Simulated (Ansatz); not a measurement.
The reference is CdS in the zinc blende structure (space group F-43m, No. 216; a = 5.8778 Å). Axes: x, y, z lie along the cube axes.

One thing is altered: a free-standing slab of 1 layer (2 atoms, 2 a layer) is cut normal to [110], with 15 Å of vacuum and the in-plane cell held at bulk.

All numbers come from DFT with r2SCAN, PAW potentials and a 500 eV plane-wave cutoff in Ansatz (a quantum-chemistry and plane-wave program), without spin-orbit coupling.

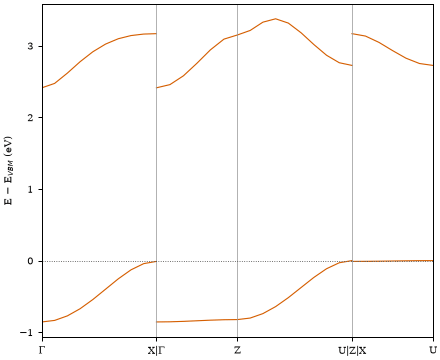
Figure: Highest valence and lowest conduction band along the path of the changed cell's own zone

Problem. Read the changed gap and its character from the plot.

Solution. About 2.4 eV, indirect, U → Γ.

No phonon test of stability was made. Labels are those of the standard path for the cell's own space group.
